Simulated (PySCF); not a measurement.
**Geometry relaxation of BSiN$_{2}$H$_{7}$**

The run: geometry relaxation of BSiN$_{2}$H$_{7}$. Method and program: PBE0-D3(BJ)/def2-SVP geometry optimisation, gas phase (PySCF 2.14.0).

It belongs to a series of runs on one base structure; here: H on N replaced by BH2.

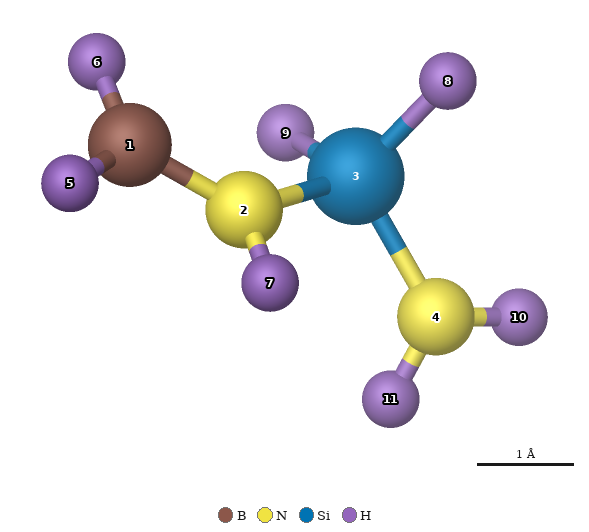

**Figure 1.** The structure as given in the input (ball-and-stick view, seen at a tilt; atoms are numbered from 1 in the order of the input). Bond lengths as drawn: B–H 1.15 to 1.17 Å, B–N 1.42 Å, H–N 1.00 to 1.04 Å, H–Si 1.44 to 1.46 Å and N–Si 1.69 to 1.76 Å.

## Key numbers

```json
{"quantity": "outcome", "value": "converged"}
{"quantity": "total energy", "value": "−427.653406 hartree"}
{"quantity": "dipole moment", "value": "2.71 D"}
{"quantity": "point group", "value": "C1"}
{"quantity": "hardware", "value": "1 CPU thread, shared host"}
{"quantity": "wall time", "value": "35 s"}
{"quantity": "peak memory", "value": "0.38 GiB"}
```

## Input
```
{"job": {"xc": "PBE0", "basis": "def2-SVP", "d3": "d3bj", "grid": 1, "shake": 0.01, "kind": "geom"}, "charge": 0, "multiplicity": 1}
B      2.117720     0.047770    -0.252310
N      0.777710     0.312120     0.124480
Si    -0.677310    -0.635920    -0.130660
N     -1.889500     0.512420     0.138700
H      2.941930     0.820200     0.037270
H      2.325620    -0.877300    -0.894890
H      0.629890     1.140480     0.685410
H     -0.813530    -1.640140     0.918940
H     -0.581550    -1.233430    -1.437040
H     -2.868000     0.159220     0.207530
H     -1.924880     1.368740    -0.373170
```

The first line tells a small driver script what to run in PySCF; the rest is the geometry in Å.

Launched with:
```bash
OMP_NUM_THREADS=1 python <driver script> task.json out
```

## Log
```
step   0  E = -427.64279905  max force = 0.047873
step   1  E = -427.65186769  max force = 0.004648
step   2  E = -427.65232034  max force = 0.002140
step   3  E = -427.65255126  max force = 0.001941
step   4  E = -427.65285531  max force = 0.002731
step   5  E = -427.65306796  max force = 0.002175
step   6  E = -427.65322621  max force = 0.001314
step   7  E = -427.65330614  max force = 0.001096
step   8  E = -427.65334858  max force = 0.000867
step   9  E = -427.65338230  max force = 0.000655
step  10  E = -427.65339948  max force = 0.000567
step  11  E = -427.65340604  max force = 0.000271
optimisation converged
```

## Trajectory as extended XYZ (Å, eV, eV/Å), 12 frames, from step=0 to step=11
```
11
Properties=species:S:1:pos:R:3:forces:R:3 step=0 energy=-11636.75328
B     2.1177    0.0478   -0.2523   -1.9504   0.9202   0.5668
N     0.7777    0.3121    0.1245    1.0024  -0.2459  -0.2817
Si   -0.6773   -0.6359   -0.1307    1.0787   0.5704   0.6008
N    -1.8895    0.5124    0.1387   -2.4617  -0.3908   0.5319
H     2.9419    0.8202    0.0373    0.8962   0.6527   0.3562
H     2.3256   -0.8773   -0.8949    0.4445  -1.4975  -0.9370
H     0.6299    1.1405    0.6854   -0.0826   0.1778   0.2098
H    -0.8135   -1.6401    0.9189   -0.2188  -0.6425   0.3151
H    -0.5816   -1.2334   -1.4370    0.0881  -0.5912  -0.9612
H    -2.8680    0.1592    0.2075    1.0248   0.3607   0.1110
H    -1.9249    1.3687   -0.3732    0.1789   0.6861  -0.5116
11
Properties=species:S:1:pos:R:3:forces:R:3 step=1 energy=-11637.00005
B     2.0968    0.0837   -0.4354    0.2283  -0.1186  -0.1084
N     0.8224    0.3236    0.0811   -0.2390   0.1074   0.1498
Si   -0.6626   -0.6133   -0.0612    0.0497  -0.1361  -0.1027
N    -1.9412    0.5079    0.2230   -0.1696   0.1446  -0.0378
H     2.9951    0.8508   -0.1552   -0.0033  -0.0567  -0.0471
H     2.3017   -0.8867   -1.1443   -0.0832   0.1434   0.0710
H     0.7190    1.1349    0.6897    0.0390  -0.0742  -0.0208
H    -0.7980   -1.6735    0.9846   -0.0241   0.0508   0.0128
H    -0.6120   -1.2947   -1.3981    0.0246   0.0839   0.0892
H    -2.8331    0.2157    0.6151    0.2037   0.0127  -0.0743
H    -2.0515    1.3247   -0.3738   -0.0261  -0.1572   0.0683
11
Properties=species:S:1:pos:R:3:forces:R:3 step=2 energy=-11637.01237
B     2.0768    0.0790   -0.4290    0.0439  -0.0055  -0.1100
N     0.8256    0.3677    0.1282    0.0347  -0.0127   0.0117
Si   -0.6395   -0.5914   -0.0490   -0.0263  -0.0126  -0.0063
N    -1.9523    0.4963    0.2057    0.0159   0.0749  -0.0277
H     3.0438    0.7730   -0.1994   -0.0627   0.0229   0.0586
H     2.1797   -0.8792   -1.1659   -0.0075   0.0037   0.0161
H     0.7414    1.1682    0.7512    0.0519  -0.0501   0.0097
H    -0.7798   -1.6542    0.9916   -0.0251   0.0220   0.0241
H    -0.5416   -1.2572   -1.3843    0.0272   0.0258   0.0166
H    -2.8359    0.1716    0.5765   -0.0236  -0.0402   0.0281
H    -2.0817    1.2992   -0.4002   -0.0285  -0.0282  -0.0208
11
Properties=species:S:1:pos:R:3:forces:R:3 step=3 energy=-11637.01865
B     2.0791    0.0751   -0.4404   -0.0141   0.0998   0.0018
N     0.8342    0.3599    0.1349   -0.0169  -0.0985  -0.0435
Si   -0.6401   -0.5858   -0.0412   -0.0237   0.0178   0.0144
N    -1.9571    0.5013    0.1981    0.0744   0.0355  -0.0132
H     3.0353    0.7711   -0.1816    0.0184  -0.0008   0.0041
H     2.1798   -0.8621   -1.2007   -0.0056  -0.0197  -0.0017
H     0.7666    1.1489    0.7724    0.0455  -0.0125   0.0439
H    -0.7926   -1.6384    1.0077   -0.0191   0.0129   0.0213
H    -0.5349   -1.2547   -1.3711    0.0261  -0.0120  -0.0237
H    -2.8363    0.1695    0.5715   -0.0543  -0.0396   0.0451
H    -2.0973    1.2882   -0.4242   -0.0308   0.0172  -0.0486
11
Properties=species:S:1:pos:R:3:forces:R:3 step=4 energy=-11637.02693
B     2.0885    0.0874   -0.4595   -0.1404   0.0191   0.0550
N     0.8511    0.3302    0.1533    0.0020  -0.0246  -0.0083
Si   -0.6470   -0.5780   -0.0237    0.0188   0.0268  -0.0061
N    -1.9668    0.5163    0.1743    0.0847  -0.0320   0.0094
H     3.0453    0.7614   -0.1543    0.0421   0.0204  -0.0249
H     2.1731   -0.7952   -1.2795    0.0350  -0.0568  -0.0656
H     0.8196    1.0812    0.8356   -0.0141   0.0483   0.1093
H    -0.8345   -1.6006    1.0491   -0.0009   0.0046   0.0077
H    -0.5238   -1.2637   -1.3405    0.0129  -0.0559  -0.0529
H    -2.8368    0.1749    0.5640   -0.0159   0.0063   0.0302
H    -2.1322    1.2592   -0.4934   -0.0241   0.0438  -0.0537
11
Properties=species:S:1:pos:R:3:forces:R:3 step=5 energy=-11637.03271
B     2.0764    0.0949   -0.4732   -0.1118   0.0776   0.0877
N     0.8621    0.3162    0.1919    0.0250  -0.0308  -0.0060
Si   -0.6431   -0.5720   -0.0080   -0.0049   0.0377  -0.0054
N    -1.9649    0.5278    0.1432    0.0035  -0.0648   0.0031
H     3.0441    0.7449   -0.1498    0.0683  -0.0033  -0.0520
H     2.1274   -0.7344   -1.3509    0.0322  -0.0356  -0.0401
H     0.8632    1.0263    0.9194   -0.0271  -0.0036   0.0447
H    -0.8631   -1.5697    1.0823    0.0033  -0.0050  -0.0029
H    -0.4888   -1.2759   -1.3137   -0.0024  -0.0403  -0.0152
H    -2.8291    0.1849    0.5485    0.0160   0.0487  -0.0003
H    -2.1476    1.2301   -0.5642   -0.0023   0.0195  -0.0135
11
Properties=species:S:1:pos:R:3:forces:R:3 step=6 energy=-11637.03702
B     2.0669    0.1119   -0.4794   -0.0648   0.0312   0.0075
N     0.8690    0.2919    0.2260    0.0663  -0.0053   0.0276
Si   -0.6439   -0.5767    0.0047   -0.0116   0.0305  -0.0140
N    -1.9575    0.5382    0.1131   -0.0172  -0.0676  -0.0268
H     3.0472    0.7457   -0.1572    0.0208  -0.0060  -0.0216
H     2.0969   -0.6695   -1.4041    0.0197  -0.0048   0.0007
H     0.8870    0.9611    0.9922   -0.0313  -0.0128   0.0009
H    -0.8951   -1.5523    1.1083    0.0056  -0.0027  -0.0036
H    -0.4700   -1.3019   -1.2887   -0.0104  -0.0113   0.0133
H    -2.8213    0.2157    0.5350    0.0022   0.0417   0.0007
H    -2.1426    1.2091   -0.6245    0.0206   0.0071   0.0154
11
Properties=species:S:1:pos:R:3:forces:R:3 step=7 energy=-11637.03920
B     2.0580    0.1249   -0.4819    0.0073  -0.0017  -0.0331
N     0.8712    0.2745    0.2470    0.0405  -0.0115   0.0318
Si   -0.6445   -0.5860    0.0116   -0.0156   0.0245  -0.0063
N    -1.9488    0.5409    0.0941   -0.0369  -0.0564  -0.0325
H     3.0431    0.7567   -0.1671   -0.0109  -0.0011   0.0016
H     2.0827   -0.6348   -1.4265   -0.0028   0.0142   0.0198
H     0.8901    0.9229    1.0313   -0.0120  -0.0066  -0.0216
H    -0.9125   -1.5513    1.1203    0.0015   0.0038   0.0013
H    -0.4632   -1.3240   -1.2738   -0.0045   0.0057   0.0175
H    -2.8179    0.2456    0.5243    0.0079   0.0233  -0.0015
H    -2.1215    1.2039   -0.6539    0.0256   0.0057   0.0229
11
Properties=species:S:1:pos:R:3:forces:R:3 step=8 energy=-11637.04035
B     2.0529    0.1321   -0.4832    0.0287   0.0045  -0.0446
N     0.8731    0.2596    0.2602    0.0034  -0.0203   0.0250
Si   -0.6458   -0.5946    0.0173   -0.0078   0.0188   0.0010
N    -1.9431    0.5403    0.0804   -0.0278  -0.0377  -0.0315
H     3.0361    0.7691   -0.1726   -0.0153  -0.0020   0.0132
H     2.0756   -0.6119   -1.4399   -0.0103   0.0060   0.0196
H     0.8902    0.8987    1.0518    0.0057   0.0028  -0.0162
H    -0.9261   -1.5523    1.1292   -0.0006   0.0071   0.0052
H    -0.4596   -1.3408   -1.2619    0.0009   0.0052   0.0076
H    -2.8177    0.2678    0.5133    0.0035   0.0053   0.0025
H    -2.0991    1.2052   -0.6691    0.0198   0.0103   0.0182
11
Properties=species:S:1:pos:R:3:forces:R:3 step=9 energy=-11637.04127
B     2.0470    0.1390   -0.4856    0.0337  -0.0007  -0.0149
N     0.8751    0.2458    0.2733   -0.0283  -0.0167   0.0035
Si   -0.6466   -0.6023    0.0233    0.0011   0.0097   0.0074
N    -1.9390    0.5371    0.0651   -0.0132  -0.0152  -0.0235
H     3.0279    0.7797   -0.1765   -0.0106   0.0031   0.0094
H     2.0657   -0.5936   -1.4503   -0.0108   0.0003   0.0043
H     0.8924    0.8791    1.0693    0.0178   0.0067  -0.0052
H    -0.9398   -1.5517    1.1389   -0.0017   0.0071   0.0066
H    -0.4523   -1.3563   -1.2494    0.0032  -0.0005  -0.0012
H    -2.8196    0.2860    0.4978    0.0005  -0.0073   0.0038
H    -2.0742    1.2103   -0.6805    0.0085   0.0136   0.0098
11
Properties=species:S:1:pos:R:3:forces:R:3 step=10 energy=-11637.04174
B     2.0444    0.1412   -0.4861    0.0109   0.0056  -0.0006
N     0.8764    0.2367    0.2808   -0.0292  -0.0035  -0.0058
Si   -0.6476   -0.6066    0.0272    0.0067   0.0012   0.0060
N    -1.9378    0.5345    0.0536   -0.0008  -0.0004  -0.0145
H     3.0221    0.7862   -0.1765   -0.0007  -0.0003   0.0041
H     2.0599   -0.5833   -1.4564   -0.0027  -0.0062  -0.0020
H     0.8962    0.8681    1.0780    0.0146   0.0027   0.0037
H    -0.9502   -1.5484    1.1466   -0.0014   0.0042   0.0046
H    -0.4466   -1.3670   -1.2405    0.0021  -0.0047  -0.0025
H    -2.8220    0.2947    0.4846    0.0000  -0.0088   0.0021
H    -2.0582    1.2169   -0.6858    0.0006   0.0102   0.0049
11
Properties=species:S:1:pos:R:3:forces:R:3 step=11 energy=-11637.04191
B     2.0433    0.1412   -0.4860   -0.0010  -0.0038   0.0115
N     0.8763    0.2348    0.2834   -0.0140   0.0089  -0.0117
Si   -0.6479   -0.6072    0.0284    0.0040  -0.0019   0.0034
N    -1.9384    0.5332    0.0470    0.0042   0.0041  -0.0059
H     3.0207    0.7859   -0.1752    0.0025   0.0008  -0.0019
H     2.0570   -0.5828   -1.4566    0.0016  -0.0020  -0.0044
H     0.8991    0.8662    1.0807    0.0057  -0.0021   0.0051
H    -0.9549   -1.5446    1.1504   -0.0009   0.0014   0.0021
H    -0.4423   -1.3716   -1.2362    0.0005  -0.0052   0.0003
H    -2.8241    0.2953    0.4761   -0.0006  -0.0049  -0.0004
H    -2.0522    1.2228   -0.6866   -0.0020   0.0047   0.0018
```

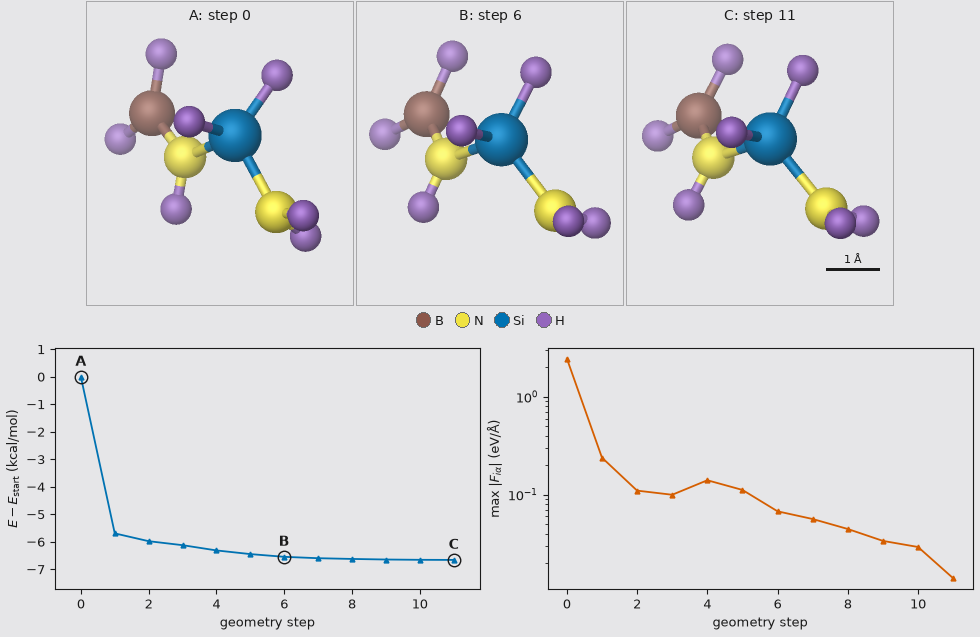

**Figure 2.** Frames of the relaxation (ball-and-stick view, seen at a tilt) above the curves, on which the letters mark them (steps are counted from 0).

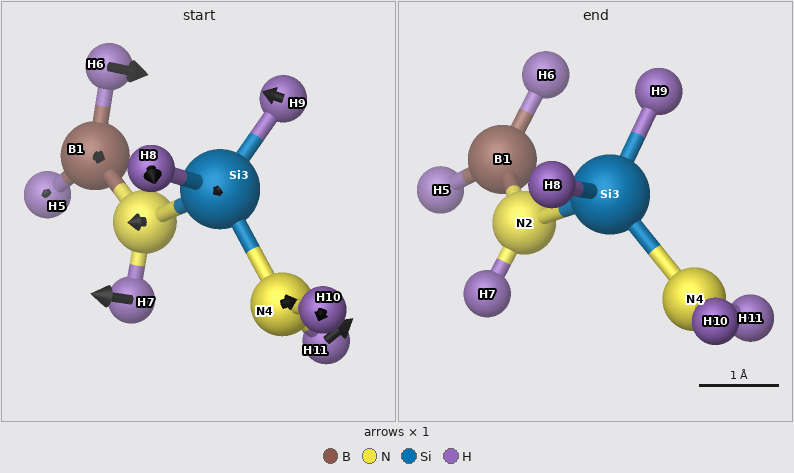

**Figure 3.** Before (left) and after (right) the relaxation, at one scale (ball-and-stick view, seen at a tilt). The black arrows give the displacements, at true length. The largest move after the best rigid fit is that of H7, 0.58 Å. By element the largest moves are H 0.58 Å, N 0.24 Å, B 0.15 Å, Si 0.11 Å. Among the contacts that change: B1–H6 1.145 → 1.211 Å, Si3–H9 1.440 → 1.492 Å, B1–H5 1.166 → 1.211 Å, Si3–H8 1.459 → 1.494 Å. Among the angles that change: N2–Si3–N4 101.8° → 109.3°, H10–N4–H11 106.9° → 111.6°, Si3–N4–H10 116.9° → 120.3°. Over 11 geometry steps the energy falls by 6.66 kcal/mol. The largest force component goes from 2.5 to 0.014 eV/Å. (Atoms are counted from 1 in the order of the input.)
